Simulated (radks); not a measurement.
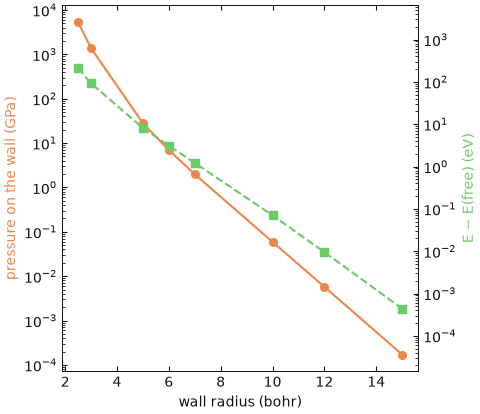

The neutral dysprosium atom; electrons: [Xe] 4f10 6s2 (high spin). It is put inside a hard spherical wall of varying radius. All numbers are computed, not measured: scalar-relativistic Kohn-Sham, r2SCAN, spin-polarised, spherical densities, finite nucleus (the in-house radial solver radks). The plot shows the pressure on the wall (left axis) and the energy above the free species (right axis).

Question: How do pressure and energy grow as the wall closes in?

Answer: The pressure grows from 0.00017 GPa at 15 bohr through 2.0 GPa at 7 bohr to 5300 GPa at 2.5 bohr, and the energy above the free species from 0.000439 eV through 1.22 eV to 212.7 eV. The pressure is −dE/dV with V = 4πR³/3.
